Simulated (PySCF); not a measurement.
**CH4GeO: frequency calculation**

The run: frequency calculation of CH4GeO, SMILES O=[CH][GeH3]. Method and program: HF/pcseg-0, RHF, dispersion D3(0) (PySCF 2.14.0).

The geometry was optimised with HF/pcseg-0 symmetrised.

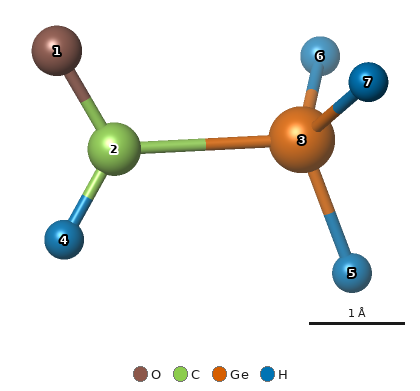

Fig. 1: The structure (ball-and-stick view, seen at a tilt; atoms are numbered from 1 in the order of the input). Sticks mark near contacts.

The input (calc.py):
```python
import numpy
from pyscf import gto, symm
from pyscf.hessian import thermo

molecule = gto.M(
    atom=[
    ('O', (-0.257155, -1.922879, 0.964948)),
    ('C', (-0.591869, -1.251807, 0.001068)),
    ('Ge', (0.158159, 0.609535, -0.192678)),
    ('H', (-1.283620, -1.662327, -0.734290)),
    ('H', (-0.407303, 1.250259, -1.455019)),
    ('H', (-0.241522, 1.415326, 1.031465)),
    ('H', (1.668969, 0.508088, -0.285988)),
],
    max_memory=1860,
    basis='pcseg-0',
    verbose=3,
    spin=0,
)

mf = molecule.RHF()
mf = mf.density_fit(auxbasis='def2-universal-jkfit')
mf.disp = 'd3zero'
mf.kernel()

e_final = mf.e_tot
print('E(%s) = %.9f' % ('HF', e_final))
hess = mf.Hessian().kernel()
modes = thermo.harmonic_analysis(molecule, hess)
print('frequencies (1/cm)', numpy.round(modes['freq_wavenumber'], 1))
symm.geom.TOLERANCE = 1e-3  # for the symmetry number
th = thermo.thermo(mf, modes['freq_au'], 200, 101325)
thermo.dump_thermo(molecule, th)
```

Run on 1 thread of Arm Neoverse V1, 24 GiB of memory available, shared host.

Run as:
```bash
OMP_NUM_THREADS=1 python calc.py
```

Output:
```
converged SCF energy = -2187.37036253593
E(HF) = -2187.370362536

WARN: DFTD3 does not support analytical Hessian, using finite difference

WARN: Mole.unit (angstrom) is changed to Bohr

frequencies (1/cm) [  56.7  270.2  504.2  530.8  692.2  881.2  927.4  927.8  977.8 1454.6
 1779.1 2126.5 2155.6 2174.3 3167.1]
temperature 200.0000 [K]
pressure 101325.00 [Pa]
Rotational constants [GHz] 36.47296 3.76930 3.56715
Symmetry number 1
Zero-point energy (ZPE) 0.04243 [Eh]   111404.781 [J/mol]
                           tot       elec      trans        rot        vib
Entropy [J/mol/K]       276.308      0.000    158.450     95.428     22.431
Cv [J/mol/K]             48.485      0.000     12.472     12.472     23.542
Cp [J/mol/K]             56.800      0.000     20.786     12.472     23.542
Internal energy [J/mol]                      2494.338   2494.338 113713.796
Internal energy [Eh]   -2187.32515  -2187.37036
Enthalpy [J/mol]                             4157.230   2494.338 113713.796
Enthalpy [Eh]          -2187.32452
Gibbs free energy [J/mol]                  -27532.784 -16591.164 109227.691
Gibbs free energy [Eh] -2187.34557
```

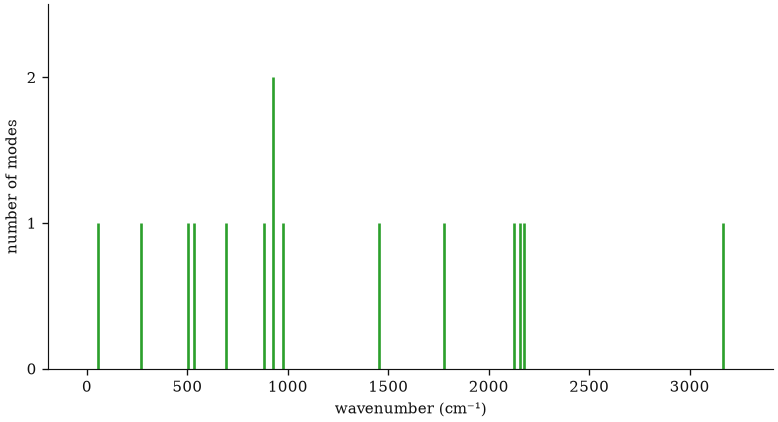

Fig. 2: Harmonic vibrational wavenumbers from the force constants; neighbouring modes closer than 14 cm⁻¹ are counted in one stick. 15 modes from 57 to 3167 cm⁻¹, none imaginary.

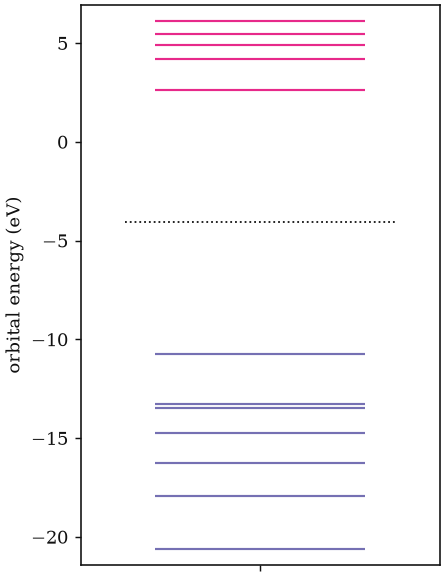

Fig. 3: Orbital energies near the frontier; the dotted line parts filled from empty levels, and levels within 0.02 eV of each other stand side by side. Highest filled −10.76 eV, lowest empty 2.62 eV, 13.38 eV apart.

Results in brief:

- outcome: converged
- total energy: −2187.370363 hartree
- dispersion energy: −0.002813 hartree
- basis functions: 48
- HOMO: −10.76 eV
- LUMO: 2.62 eV
- zero-point energy: 0.042432 hartree
- dipole moment: 2.95 D
- wavenumbers, lowest and highest: 57 and 3167 cm⁻¹
- wall time: 11 s
- peak memory: 0.32 GiB
